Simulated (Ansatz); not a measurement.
# Geometry relaxation, with input and output: CH8GeSi2 (part 2 of 2)

CH8GeSi2, SMILES [SiH3][CH]1[SiH2][GeH2]1; RHF/def2-SVPD (Ansatz 0.2.0). 

Geometry of the input (Å):
```
Si -1.3588  1.1192  0.0372
C  -0.4390  -0.5098  0.0087
Si 1.0695  -0.7321  1.1559
Ge 1.2377  -0.5848  -1.1503
H  -2.1461  1.3353  -1.2278
H  -0.3567  2.2374  0.1613
H  -2.3048  1.2136  1.2073
H  -1.0986  -1.3914  -0.0966
H  1.2269  -2.0607  1.8299
H  1.4207  0.4275  2.0372
H  1.3089  -1.8453  -2.0343
H  1.5173  0.7358  -1.8945
```

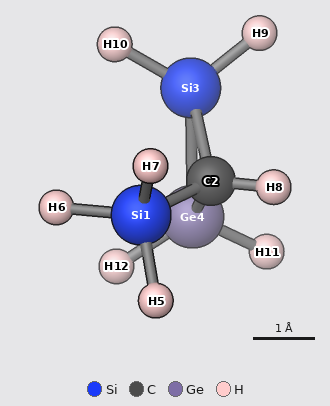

*The geometry at step 5 of the log (ball-and-stick view, seen at an oblique angle; atoms are numbered from 1 in the order of the input).*

## Log, continued
```
relax step  10: F+E_penalty+E_count = -73341.27230329 eV  Δ(F+E_penalty+E_count) = -8.908e-6 eV  max|allowed force component| = 2.546e-3 eV/Å  Δτ_max = 0.0014 Å  (22 SCF iters, accepted)
1745 factors; integrals over basis functions are off by at most 3.6e-4 eV
mean field -73341.27230329 eV, -2695.2420446462 hartree, gradient 2.3e-5 eV, S^2 0.000000; 1 other end points of the search recorded, 0 dependent functions left out
the calculation of the forces begins
reference -73341.27230329 eV, -2695.2420446462 hartree; 37, 37 occupied and 133, 133 virtual orbitals, 1745 factors
Total energy: -73341.27230329 eV, -2695.2420446462 hartree
Atom 0 at    -1.389418     1.132811     0.038940 Å, force     0.000429    -0.000095     0.000655 eV/Å
Atom 1 at    -0.404938    -0.453204     0.011894 Å, force    -0.002546    -0.001764    -0.000018 eV/Å
Atom 2 at     1.090864    -0.746635     1.146715 Å, force     0.000073    -0.000102     0.001868 eV/Å
Atom 3 at     1.247443    -0.598297    -1.150980 Å, force     0.000420    -0.000973    -0.002266 eV/Å
Atom 4 at    -2.204056     1.283871    -1.194099 Å, force    -0.000819    -0.000121    -0.000405 eV/Å
Atom 5 at    -0.466973     2.294826     0.129885 Å, force     0.000476     0.000286    -0.000517 eV/Å
Atom 6 at    -2.309899     1.189103     1.205471 Å, force     0.000031     0.000350     0.000152 eV/Å
Atom 7 at    -1.051614    -1.326898    -0.086860 Å, force     0.002214     0.001454    -0.000013 eV/Å
Atom 8 at     1.152349    -2.053165     1.829750 Å, force     0.000022    -0.000157     0.000632 eV/Å
Atom 9 at     1.499246     0.368059     2.023847 Å, force    -0.000354    -0.000344    -0.000715 eV/Å
Atom 10 at     1.276410    -1.832280    -2.046482 Å, force    -0.000118     0.001060     0.000210 eV/Å
Atom 11 at     1.637687     0.686608    -1.874082 Å, force     0.000173     0.000407     0.000418 eV/Å
Dipole moment:     0.092535    -0.187972     0.012635 e Å
```

## Trajectory as extended XYZ (Å, eV, eV/Å), 10 frames, from step=1 to step=10
```
12
Properties=species:S:1:pos:R:3:forces:R:3 step=1 energy=-73341.22608
Si   -1.3588    1.1192    0.0372   -0.1955   0.2115   0.0021
C    -0.4390   -0.5098    0.0087   -0.0708  -0.2756   0.0159
Si    1.0695   -0.7321    1.1559    0.0618  -0.0643   0.1597
Ge    1.2377   -0.5848   -1.1503   -0.1363  -0.0149  -0.1143
H    -2.1461    1.3353   -1.2278    0.1805  -0.0499   0.3339
H    -0.3567    2.2374    0.1613   -0.2703  -0.2607  -0.0304
H    -2.3048    1.2136    1.2073    0.2309  -0.0108  -0.3144
H    -1.0986   -1.3914   -0.0966    0.3287   0.4565   0.0703
H     1.2269   -2.0607    1.8299   -0.0626   0.4100  -0.1581
H     1.4207    0.4275    2.0372   -0.1012  -0.3787  -0.2125
H     1.3089   -1.8453   -2.0343    0.0309   0.2734   0.1415
H     1.5173    0.7358   -1.8945    0.0039  -0.2966   0.1062
12
Properties=species:S:1:pos:R:3:forces:R:3 step=2 energy=-73341.26462
Si   -1.3715    1.1213    0.0415   -0.0125   0.0873  -0.0068
C    -0.4307   -0.4936    0.0124    0.0191  -0.0579  -0.0227
Si    1.0787   -0.7353    1.1452   -0.0021   0.0068   0.0796
Ge    1.2331   -0.5903   -1.1542   -0.0633   0.0149  -0.0019
H    -2.1587    1.3331   -1.2040    0.0314  -0.0421   0.0456
H    -0.3942    2.2396    0.1618   -0.0527  -0.0291  -0.0099
H    -2.3097    1.2175    1.1950    0.0457  -0.0467  -0.0412
H    -1.0850   -1.3648   -0.0809    0.0726   0.0815   0.0001
H     1.2126   -2.0410    1.8276   -0.0338   0.0466  -0.0577
H     1.4261    0.3913    2.0391    0.0086  -0.0463  -0.0589
H     1.3254   -1.8298   -2.0393   -0.0250  -0.0113   0.0326
H     1.5510    0.6970   -1.9103    0.0120  -0.0038   0.0412
12
Properties=species:S:1:pos:R:3:forces:R:3 step=3 energy=-73341.26870
Si   -1.3723    1.1254    0.0397   -0.0015  -0.0343   0.0041
C    -0.4262   -0.4852    0.0128    0.0613   0.0794  -0.0122
Si    1.0801   -0.7343    1.1452    0.0015  -0.0201  -0.0156
Ge    1.2305   -0.5887   -1.1523   -0.0076  -0.0182   0.0236
H    -2.1617    1.3187   -1.2022   -0.0156  -0.0034  -0.0212
H    -0.4092    2.2510    0.1564   -0.0042   0.0224  -0.0026
H    -2.3055    1.2016    1.1930   -0.0158  -0.0004   0.0207
H    -1.0770   -1.3537   -0.0848   -0.0152  -0.0214   0.0053
H     1.1969   -2.0419    1.8167   -0.0114  -0.0201   0.0121
H     1.4464    0.3873    2.0300    0.0064   0.0151   0.0142
H     1.3089   -1.8350   -2.0260   -0.0088  -0.0086  -0.0185
H     1.5662    0.6995   -1.8945    0.0110   0.0096  -0.0097
12
Properties=species:S:1:pos:R:3:forces:R:3 step=4 energy=-73341.27033
Si   -1.3764    1.1276    0.0402    0.0106  -0.0329  -0.0061
C    -0.4181   -0.4756    0.0122    0.0362   0.0856   0.0014
Si    1.0851   -0.7363    1.1453   -0.0138  -0.0202  -0.0174
Ge    1.2354   -0.5914   -1.1524   -0.0014  -0.0135   0.0089
H    -2.1699    1.3099   -1.2007   -0.0197  -0.0015  -0.0190
H    -0.4265    2.2646    0.1520    0.0040   0.0214   0.0007
H    -2.3076    1.1956    1.1956   -0.0165  -0.0009   0.0198
H    -1.0685   -1.3443   -0.0842   -0.0265  -0.0422   0.0010
H     1.1829   -2.0453    1.8170    0.0010  -0.0202   0.0163
H     1.4587    0.3820    2.0306    0.0152   0.0189   0.0161
H     1.2998   -1.8371   -2.0289   -0.0036  -0.0026  -0.0138
H     1.5822    0.6951   -1.8927    0.0145   0.0080  -0.0081
12
Properties=species:S:1:pos:R:3:forces:R:3 step=5 energy=-73341.27190
Si   -1.3898    1.1342    0.0379   -0.0033   0.0031   0.0109
C    -0.4047   -0.4526    0.0125   -0.0276   0.0552   0.0130
Si    1.0910   -0.7448    1.1478    0.0328  -0.0115  -0.0178
Ge    1.2443   -0.5978   -1.1508    0.0436  -0.0197  -0.0221
H    -2.2004    1.2892   -1.1981    0.0132  -0.0038   0.0047
H    -0.4705    2.2988    0.1397   -0.0049  -0.0159  -0.0075
H    -2.3170    1.1834    1.1995    0.0023   0.0027   0.0013
H    -1.0551   -1.3229   -0.0820   -0.0071  -0.0286  -0.0077
H     1.1569   -2.0558    1.8231   -0.0081   0.0162   0.0055
H     1.5059    0.3671    2.0257   -0.0179  -0.0047   0.0027
H     1.2802   -1.8373   -2.0398   -0.0095   0.0140   0.0047
H     1.6364    0.6832   -1.8815   -0.0136  -0.0071   0.0124
12
Properties=species:S:1:pos:R:3:forces:R:3 step=6 energy=-73341.24440 accepted=F
Si   -1.3771    1.1220    0.0503   -0.0381   0.1399  -0.1397
C    -0.3817   -0.4425    0.0100    0.1758  -0.2764   0.0113
Si    1.1173   -0.7417    1.1364   -0.3866  -0.0249   0.3343
Ge    1.2714   -0.6084   -1.1500   -0.2259   0.1853  -0.2435
H    -2.1892    1.2545   -1.1863   -0.0469   0.0438   0.0070
H    -0.4584    2.2877    0.1262   -0.0115   0.0325   0.0216
H    -2.2989    1.1876    1.2148    0.0102  -0.0240   0.0144
H    -1.0071   -1.3299   -0.1019   -0.0460   0.0109   0.0445
H     1.0995   -2.0339    1.8484    0.1530  -0.0378  -0.0281
H     1.4576    0.3792    2.0352    0.1793  -0.0046  -0.0674
H     1.2248   -1.8181   -2.0765    0.1046  -0.0403   0.0480
H     1.6188    0.6883   -1.8725    0.1321  -0.0044  -0.0023
12
Properties=species:S:1:pos:R:3:forces:R:3 step=7 energy=-73341.27187 accepted=F
Si   -1.3883    1.1322    0.0393   -0.0274   0.0083  -0.0004
C    -0.4044   -0.4526    0.0141    0.0114  -0.0427  -0.0287
Si    1.0906   -0.7489    1.1482   -0.0252  -0.0221   0.0202
Ge    1.2498   -0.5947   -1.1484   -0.0061   0.0238  -0.0115
H    -2.2158    1.2654   -1.1869   -0.0078   0.0110  -0.0015
H    -0.4656    2.2950    0.1057    0.0070   0.0089   0.0030
H    -2.2965    1.2054    1.2157    0.0113  -0.0081  -0.0131
H    -1.0482   -1.3275   -0.0987    0.0089   0.0238   0.0332
H     1.1492   -2.0570    1.8281    0.0077  -0.0071   0.0003
H     1.4922    0.3615    2.0335    0.0100   0.0096  -0.0085
H     1.2742   -1.8259   -2.0479    0.0060  -0.0002   0.0045
H     1.6400    0.6920   -1.8687    0.0041  -0.0051   0.0025
12
Properties=species:S:1:pos:R:3:forces:R:3 step=8 energy=-73341.27229
Si   -1.3893    1.1330    0.0390   -0.0011  -0.0021   0.0011
C    -0.4050   -0.4532    0.0120   -0.0011   0.0045   0.0008
Si    1.0911   -0.7464    1.1466   -0.0015   0.0003   0.0050
Ge    1.2475   -0.5981   -1.1509    0.0000  -0.0058  -0.0082
H    -2.2034    1.2844   -1.1942   -0.0008   0.0001  -0.0018
H    -0.4673    2.2953    0.1309    0.0014  -0.0003  -0.0003
H    -2.3107    1.1884    1.2049    0.0007   0.0010   0.0010
H    -1.0522   -1.3265   -0.0865    0.0035  -0.0002  -0.0006
H     1.1524   -2.0532    1.8292    0.0012  -0.0006   0.0010
H     1.4997    0.3679    2.0241   -0.0016  -0.0009  -0.0015
H     1.2768   -1.8327   -2.0458   -0.0002   0.0027   0.0016
H     1.6374    0.6861   -1.8753   -0.0003   0.0014   0.0020
12
Properties=species:S:1:pos:R:3:forces:R:3 step=9 energy=-73341.27229 accepted=F
Si   -1.3894    1.1330    0.0389    0.0000   0.0035   0.0005
C    -0.4049   -0.4528    0.0119   -0.0142  -0.0243  -0.0028
Si    1.0904   -0.7472    1.1467    0.0063   0.0050   0.0041
Ge    1.2472   -0.5986   -1.1510    0.0059   0.0030  -0.0027
H    -2.2049    1.2835   -1.1936   -0.0007  -0.0005  -0.0006
H    -0.4667    2.2948    0.1285    0.0002   0.0008  -0.0004
H    -2.3089    1.1901    1.2061    0.0000  -0.0005   0.0003
H    -1.0513   -1.3271   -0.0870    0.0057   0.0120   0.0011
H     1.1525   -2.0535    1.8302   -0.0028   0.0000  -0.0006
H     1.4983    0.3678    2.0237    0.0013  -0.0008  -0.0002
H     1.2778   -1.8321   -2.0471   -0.0037   0.0015   0.0014
H     1.6370    0.6869   -1.8734    0.0020   0.0003   0.0000
12
Properties=species:S:1:pos:R:3:forces:R:3 step=10 energy=-73341.27230
Si   -1.3894    1.1328    0.0389    0.0004  -0.0001   0.0007
C    -0.4049   -0.4532    0.0119   -0.0025  -0.0018   0.0000
Si    1.0909   -0.7466    1.1467    0.0001  -0.0001   0.0019
Ge    1.2474   -0.5983   -1.1510    0.0004  -0.0010  -0.0023
H    -2.2041    1.2839   -1.1941   -0.0008  -0.0001  -0.0004
H    -0.4670    2.2948    0.1299    0.0005   0.0003  -0.0005
H    -2.3099    1.1891    1.2055    0.0000   0.0003   0.0002
H    -1.0516   -1.3269   -0.0869    0.0022   0.0015   0.0000
H     1.1523   -2.0532    1.8297    0.0000  -0.0002   0.0006
H     1.4992    0.3681    2.0238   -0.0004  -0.0003  -0.0007
H     1.2764   -1.8323   -2.0465   -0.0001   0.0011   0.0002
H     1.6377    0.6866   -1.8741    0.0002   0.0004   0.0004
```

## Summary

| quantity | value |
| --- | --- |
| outcome | converged |
| total energy | −73341.2723 eV |
| mean-field energy | −73341.2723 eV |
| largest force (length of the vector) at the end | 0.003 eV/Å |
| hardware | 1 thread of Intel Xeon @ 3.00GHz (Skylake/Cascade Lake), 16 GiB of memory available, shared host |
| wall time | 1.8 min |
| peak memory | 0.51 GiB |
